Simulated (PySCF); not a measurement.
## Electronic structure of C2H8FN2Si (charge −1) in real space

The calculation's input:

```
{"job": {"kind": "nmr", "xc": "PBE", "basis": "pcSseg-1", "solvent": "chloroform", "every": 1, "pop": false}, "charge": -1, "multiplicity": 1}
C     -0.357488    -1.316676    -0.115992
N     -0.275140     0.075910    -0.365559
C     -1.557585     0.665911    -0.516176
Si     0.847055     1.008843     0.731942
N      2.441824     0.316242     0.256012
F      0.909334     2.365849    -0.309160
H     -0.950600    -1.568108     0.793710
H     -0.829646    -1.851979    -0.960062
H      0.643946    -1.726616     0.024931
H     -2.098842     0.238721    -1.379278
H     -1.437383     1.735183    -0.674130
H     -2.207723     0.524993     0.376664
H      2.422509     0.143651    -0.752084
H      2.479125    -0.619433     0.653673
```

Run with:

```sh
OMP_NUM_THREADS=1 python ens_run.py task.json out
```

Geometry: GFN2-xTB, coordinate held.

The calculation used PBE/pcSseg-1, SCF density, in a chloroform solvent model, non-relativistic (PySCF 2.14.0).

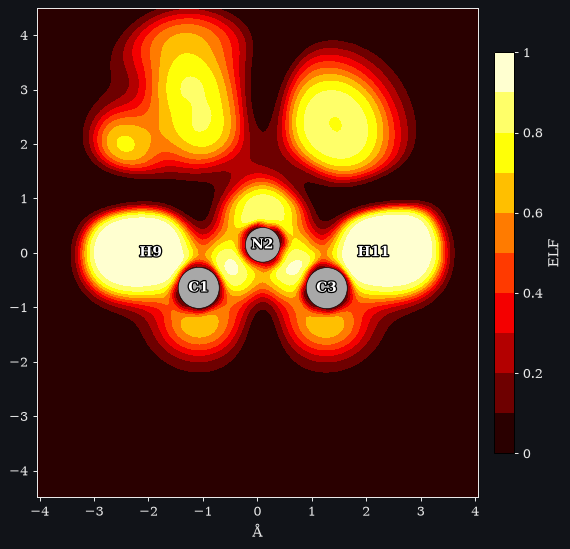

Figure 1. Electron localisation function on the plane of atoms N2, C1 and H9. Grey discs cover the atomic cores.

**Interpret the plot.**

- The plane passes through C, N and H nuclei.
- C–N (1.42 Å): the ELF peaks at about 0.90 between the atoms (a covalent bond).
- C–H (1.09 Å): the ELF climbs to about 1 towards the hydrogen, as it does in any bond to H; an ordinary covalent bond to hydrogen.
- The ELF also peaks beside F6, away from the bonds: lone-pair regions.

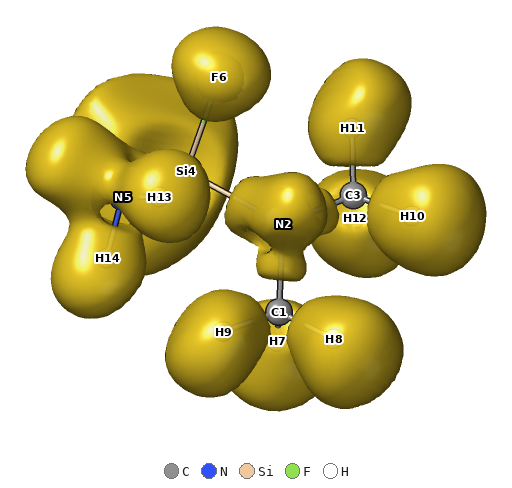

Figure 2. Isosurface of the ELF at 0.75 (yellow), seen at a tilt. Only the valence region is drawn (cores and ρ < 0.01 e/Å³ removed).

**Describe the localisation domains.**

The surface consists of six regions around hydrogen nuclei, one region on N in which the atom's valence shell and bonds are merged, one lobe on Si, pointing away from the bonds (lone pairs), one region wrapped around F (its lone pairs, merged into a ring or cap) and one joined region spread over several atoms (H, N), in which their bonds and any lone pairs are merged.


 Si–F (1.71 Å): the ELF peaks at about 0.85 in the valence shell of F, 0.5 Å from its nucleus, and is about 0.50 at the midpoint.
